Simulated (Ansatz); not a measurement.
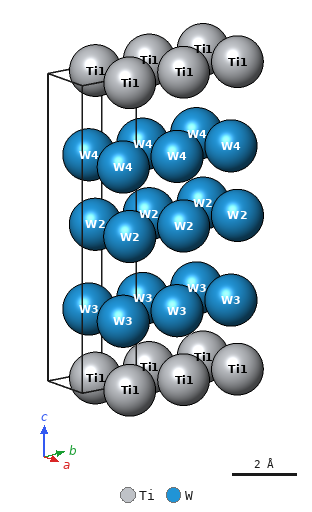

This is the input geometry for a relaxation of crystalline TiW₃ (a generated structure, set up in P-6m2). A spheres-only model of the cell of the calculation, repeated 2 × 3 × 1 with one cell outlined, seen slightly off an axis.

Computed with DFT PBE, scalar-relativistic, plane waves, PAW (Ansatz).

The input:
```yaml
crystal:
  lattice:
    - [2.7986617981, 0.0, 0.0]
    - [-1.3993308991, 2.4237122138, 0.0]
    - [0.0, 0.0, 9.7853980416]
  atoms:
    - { symbol: Ti, position: [0.3333333333, 0.6666666667, 0.0] }
    - { symbol: W, position: [0.3333333333, 0.6666666667, 0.5] }
    - { symbol: W, position: [0.6666666667, 0.3333333333, 0.2491343567] }
    - { symbol: W, position: [0.6666666667, 0.3333333333, 0.7508656433] }
basis:
  ecutwfc: 420
kpoints:
  mp_grid: { grid: [18, 18, 6] }
hamiltonian:
  xc: pbe
scf:
  occupations: { method: gaussian, width: 0.1 }
output:
  forces: true
  stress: true
  eigenvalues: true
  write_density: true
  write_potential: true
  elf: true
  volumetric_format: npy
relax:
  adjacent_minimum: "off"
  f_tol: 0.01
  max_steps: 80
  cell: { stress_tol: 0.05 }
```

Launched with:
```bash
ansatz run input.yaml --threads 1 --pin off --max-ram 2560MiB --backend cpu --events-out ev --progress --plain --runs-dir out
```

Question: What does the optimiser find from here?

Answer: After 4 accepted moves (6 points after the start) the energy has fallen by 1.3 meV per atom. The largest force component goes from 0.088 to under 0.0001 eV/Å. The pressure goes from −0.66 to 0.00 GPa. The line search rejected the trial step at point 1 of the run. The SCF was repeated once at an unchanged geometry on a basis and grid sized afresh for the cell, which shifted the energy by less than 0.05 meV per atom at most. The largest moves relative to the cell, 0.009 Å, are those of W3 and W4. W3 goes along +c. Ti stays in place. The drawn cell changes as follows: a = b 2.799 → 2.785 Å (−0.5 %), c 9.785 → 9.871 Å (+0.9 %); the volume changes by −0.1 %. Some distances before and after: Ti1–W3 2.925 → 2.946 Å, W2–W2 2.799 → 2.785 Å, Ti1–Ti1 2.799 → 2.785 Å, W2–W3 2.939 → 2.945 Å. The space group stays P-6m2 (No. 187). Cost: 3.2 min on 1 thread of Intel(R) Xeon(R) Processor @ 2.70GHz (shared host), peak memory 0.56 GiB.

History of the run:

```tsv
step	E − E(0), meV/atom	largest force component, eV/Å	pressure, GPa	volume, Å³/atom	note
0	0.00	0.0878	-0.66	16.594	
1	1.08	0.3060	1.85	16.472	rejected
2	-0.99	0.0138	-0.08	16.568	
3	-1.23	0.0097	-0.29	16.599	
4	-1.27	0.0054	0.10	16.568	
5	-1.27	0.0001	0.00	16.576	
6	-1.26	0.0000	0.00	16.576	same geometry, new basis
```

The structure at the end:

```
Ti W
1.0
     2.78498    0.00000    0.00000
    -1.39249    2.41186    0.00000
     0.00000    0.00000    9.87089
Ti W
1 3
Direct
  0.33333 0.66667 0.00000
  0.33333 0.66667 0.50000
  0.66667 0.33333 0.25009
  0.66667 0.33333 0.74991
```

The end point in the same view:

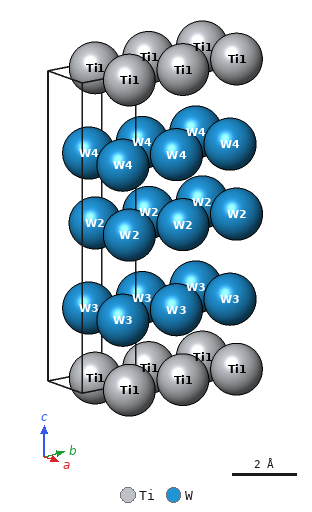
